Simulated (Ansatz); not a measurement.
**[NO3]− (SMILES O=[N+]([O-])[O-]) at BCCD(T)/aug-cc-pVDZ**

Aim: the energy change on altering one bond length of [NO3]− at BCCD(T)/aug-cc-pVDZ, from 2 runs. 

The results are computed with Ansatz 0.2.0.

**1. The molecule**

[NO3]− has 4 atoms, charge -1, and is taken as a singlet. As SMILES, `O=[N+]([O-])[O-]`. The shape is that of a PBE0-D4/def2-TZVPD optimisation.

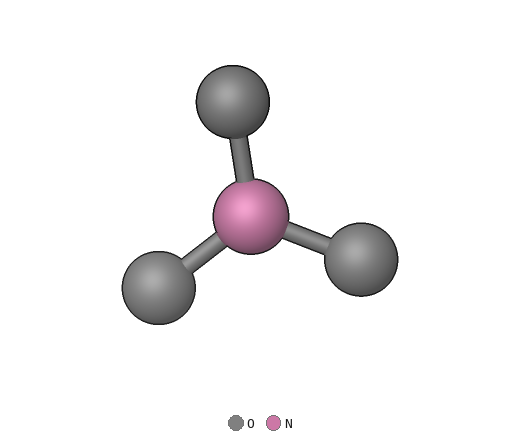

Viewed from a chosen angle; oxygen grey, nitrogen pink.

**2. A single-point energy at BCCD(T)/aug-cc-pVDZ**

Input file job.yaml:

```yaml
crystal:
  periodic: [false, false, false]
  atoms:
    - {symbol: O, position_ang: [0.296520, 0.524040, 1.091530]}
    - {symbol: "N", position_ang: [0.000000, 0.000000, -0.000000]}
    - {symbol: O, position_ang: [0.470440, -1.113360, -0.305120]}
    - {symbol: O, position_ang: [-0.766950, 0.589330, -0.786420]}
basis:
  gaussian:
    orbitals: aug-cc-pVDZ
total_charge: -1
correlation:
  method: bccd_t
  frozen_orbitals: {"N": 1, O: 1}
accuracy: high
scf:
  omitted_lower_state_checks: [cluster_reference, increment]
```

The run is started by

```bash
$ ansatz run job.yaml --threads 1 --pin off --max-ram 3480MiB --events-out events.jsonl --progress --plain --runs-dir runs
```

The log of the run:

```text
Warning: RAYON_NUM_THREADS=1 ignored (pool sized by the plan → 1); use --threads N
Functional definition: HF
  name "HF"
  exchange = exact_x
  correlation = 0
these checks for a lower state are left out or cut short: cluster_reference, increment
1802 factors; integrals over basis functions are off by at most 2.7e-9 eV
mean field evaluation 1: about -7584.3075 eV, gradient 6.2e1 eV
mean field evaluation 2: about -7584.3096 eV, gradient 6.2e1 eV
mean field evaluation 4: about -7591.2723 eV, gradient 3.7e0 eV
mean field evaluation 8: about -7591.3166 eV, gradient 7.5e-2 eV
mean field -7591.31665315 eV, -278.9757414240 hartree, gradient 1.3e-8 eV, S^2 0.000000; 0 other end points of the search recorded, 0 dependent functions left out
4 core orbitals not correlated: weight in the atoms' cores, before any rotation towards them, 1.000 or more for the frozen orbitals, at most 0.000 for the correlated occupied ones
reference -7591.31665315 eV, -278.9757414240 hartree; 12, 12 occupied and 76, 76 virtual orbitals, 1802 factors
second order -21.33690850 eV of doubles, -0.00000000 eV of singles
cycle   1  -20.19783544 eV  change     1.1e0 eV  update   1.4e-1
cycle   2  -20.91077409 eV  change   -7.1e-1 eV  update   5.3e-2
cycle   3  -21.05045308 eV  change   -1.4e-1 eV  update   2.4e-2
cycle   4  -21.02135247 eV  change    2.9e-2 eV  update   8.2e-3
cycle   5  -21.00444257 eV  change    1.7e-2 eV  update   2.0e-3
cycle   6  -21.00498322 eV  change   -5.4e-4 eV  update   6.4e-4
cycle   7  -21.00460007 eV  change    3.8e-4 eV  update   1.9e-4
cycle   8  -21.00444537 eV  change    1.5e-4 eV  update   5.5e-5
cycle   9  -21.00442442 eV  change    2.1e-5 eV  update   1.5e-5
cycle  10  -21.00443551 eV  change   -1.1e-5 eV  update   4.9e-6
cycle  11  -21.00442943 eV  change    6.1e-6 eV  update   1.6e-6
cycle  12  -21.00443150 eV  change   -2.1e-6 eV  update   5.6e-7
cycle  13  -21.00443204 eV  change   -5.4e-7 eV  update   2.2e-7
cycle  14  -21.00443220 eV  change   -1.6e-7 eV  update   6.9e-8
cycle  15  -21.00443227 eV  change   -6.6e-8 eV  update   3.5e-8
cycle  16  -21.00443167 eV  change    5.9e-7 eV  update   1.4e-7
cycle  17  -21.00443179 eV  change   -1.1e-7 eV  update   3.5e-8
cycle  18  -21.00443175 eV  change    4.2e-8 eV  update   1.2e-8
cycle  19  -21.00443174 eV  change    2.9e-9 eV  update   6.0e-9
cycle  20  -21.00443175 eV  change   -3.3e-9 eV  update   2.0e-9
cycle  21  -21.00443175 eV  change   5.6e-10 eV  update   1.1e-9
perturbative correction -1.00644763 eV, -0.0369862682 hartree
Total energy: -7613.32753252 eV, -279.7846263215 hartree
Checks for a lower state left out: cluster_reference, increment
```

Wall time 12 s (1 thread of Arm Neoverse V2, shared host); peak memory 0.68 GiB.

**3. The distorted shape**

Input file job.yaml:

```yaml
basis:
  gaussian:
    orbitals: aug-cc-pVDZ
crystal:
  periodic: [false, false, false]
  atoms:
    - {symbol: O, position_ang: [0.910107, 0.052555, 1.720694]}
    - {symbol: N, position_ang: [0.613587, -0.471485, 0.629164]}
    - {symbol: O, position_ang: [1.084027, -1.584845, 0.324044]}
    - {symbol: O, position_ang: [-0.766950, 0.589330, -0.786420]}
total_charge: -1
magnetization:
  spin_polarized: false
  initial_magnetization: 0
correlation:
  method: bccd_t
  frozen_orbitals: {"N": 1, O: 1}
accuracy: high
scf:
  omitted_lower_state_checks: [cluster_reference, increment]
```

The run is started by

```bash
$ ansatz run job.yaml --threads 1 --pin off --max-ram 3480MiB --events-out events.jsonl --progress --plain --runs-dir runs
```

The log of the run:

```text
Warning: RAYON_NUM_THREADS=1 ignored (pool sized by the plan → 1); use --threads N
[... 4 set-up lines as earlier in the session ...]
these checks for a lower state are left out or cut short: cluster_reference, increment
1802 factors; integrals over basis functions are off by at most 2.6e-9 eV
mean field evaluation 1: about -7567.2602 eV, gradient 7.7e1 eV
mean field evaluation 2: about -7567.2616 eV, gradient 7.7e1 eV
mean field evaluation 4: about -7580.8626 eV, gradient 3.6e1 eV
mean field evaluation 8: about -7587.3038 eV, gradient 1.8e0 eV
mean field evaluation 16: about -7587.3128 eV, gradient 4.6e-7 eV
mean field evaluation 32: about -7585.2638 eV, gradient 2.7e-3 eV
mean field evaluation 64: about -7584.6108 eV, gradient 1.9e1 eV
mean field evaluation 96: about -7575.8231 eV, gradient 1.7e1 eV
mean field evaluation 128: about -7585.3312 eV, gradient 4.5e-1 eV
mean field -7587.31278626 eV, -278.8286020299 hartree, gradient 1.6e-8 eV, S^2 0.000000; 8 other end points of the search recorded, 0 dependent functions left out; unrestricted orbitals would lower it
4 core orbitals not correlated: weight in the atoms' cores, before any rotation towards them, 1.000 or more for the frozen orbitals, at most 0.000 for the correlated occupied ones
reference -7587.31278626 eV, -278.8286020299 hartree; 12, 12 occupied and 76, 76 virtual orbitals, 1802 factors
second order -20.49713700 eV of doubles, -0.00000000 eV of singles
cycle   1  -19.72442688 eV  change    7.7e-1 eV  update   2.3e-1
cycle   2  -20.71459716 eV  change   -9.9e-1 eV  update   1.2e-1
cycle   3  -21.10191411 eV  change   -3.9e-1 eV  update   9.7e-2
cycle   4  -21.26270339 eV  change   -1.6e-1 eV  update   6.1e-2
cycle   5  -21.11959247 eV  change    1.4e-1 eV  update   3.2e-2
cycle   6  -21.09291781 eV  change    2.7e-2 eV  update   1.7e-2
cycle   7  -21.11374669 eV  change   -2.1e-2 eV  update   8.9e-3
cycle   8  -21.09846651 eV  change    1.5e-2 eV  update   4.8e-3
cycle   9  -21.09146031 eV  change    7.0e-3 eV  update   2.9e-3
cycle  10  -21.10290252 eV  change   -1.1e-2 eV  update   1.9e-3
cycle  11  -21.09328251 eV  change    9.6e-3 eV  update   1.1e-3
cycle  12  -21.08939199 eV  change    3.9e-3 eV  update   6.7e-4
cycle  13  -21.09135768 eV  change   -2.0e-3 eV  update   3.6e-4
cycle  14  -21.09090657 eV  change    4.5e-4 eV  update   2.2e-4
cycle  15  -21.09093578 eV  change   -2.9e-5 eV  update   1.2e-4
cycle  16  -21.09115376 eV  change   -2.2e-4 eV  update   9.0e-5
cycle  17  -21.09118044 eV  change   -2.7e-5 eV  update   4.9e-5
cycle  18  -21.09117710 eV  change    3.3e-6 eV  update   2.2e-5
cycle  19  -21.09117860 eV  change   -1.5e-6 eV  update   1.1e-5
cycle  20  -21.09119998 eV  change   -2.1e-5 eV  update   6.9e-6
cycle  21  -21.09118874 eV  change    1.1e-5 eV  update   3.0e-6
cycle  22  -21.09119382 eV  change   -5.1e-6 eV  update   1.2e-6
cycle  23  -21.09119506 eV  change   -1.2e-6 eV  update   5.6e-7
cycle  24  -21.09119468 eV  change    3.7e-7 eV  update   2.8e-7
cycle  25  -21.09119469 eV  change   -8.5e-9 eV  update   1.5e-7
cycle  26  -21.09119463 eV  change    5.9e-8 eV  update   8.5e-8
cycle  27  -21.09119419 eV  change    4.4e-7 eV  update   1.8e-7
cycle  28  -21.09119437 eV  change   -1.9e-7 eV  update   8.0e-8
cycle  29  -21.09119426 eV  change    1.2e-7 eV  update   3.7e-8
cycle  30  -21.09119424 eV  change    1.3e-8 eV  update   1.7e-8
cycle  31  -21.09119424 eV  change   -1.5e-9 eV  update   8.8e-9
cycle  32  -21.09119425 eV  change   -7.2e-9 eV  update   6.0e-9
cycle  33  -21.09119425 eV  change   9.1e-10 eV  update   4.6e-9
cycle  34  -21.09119426 eV  change   -6.5e-9 eV  update   3.8e-9
cycle  35  -21.09119426 eV  change   -1.9e-9 eV  update   3.0e-9
perturbative correction -1.52287096 eV, -0.0559644755 hartree
Total energy: -7609.92685148 eV, -279.6596535983 hartree
Checks for a lower state left out: cluster_reference, increment
```

Run time: 21 s. Hardware: 1 thread of Arm Neoverse V2, shared host; peak memory 0.68 GiB.

**4. Summary of results**

Level: BCCD(T)/aug-cc-pVDZ, 4 core orbitals frozen.

| quantity | value |
| --- | --- |
| first shape: total energy | -279.78463 Eh |
| first shape: correlation energy (4 core orbitals frozen) | -808.9 mEh |
| first shape: (T) correction | -36.99 mEh |
| distorted shape: total energy | -279.65965 Eh |
| distorted shape: correlation energy (4 core orbitals frozen) | -831.1 mEh |
| distorted shape: (T) correction | -55.96 mEh |
| energy change with the N2–O4 bond stretched from 1.247 to 2.244 Å | 3.401 eV |

In words: With the N2–O4 bond stretched from 1.247 to 2.244 Å the energy rises by 3.40 eV (328 kJ/mol). The first shape isn't relaxed at this level, so the change isn't measured from a minimum. The triples (first shape) make up 4.6 % of the correlation energy. The restricted solution (distorted shape) is unstable to spin breaking: an unrestricted one lies lower. The triples (distorted shape) make up 6.7 % of the correlation energy.
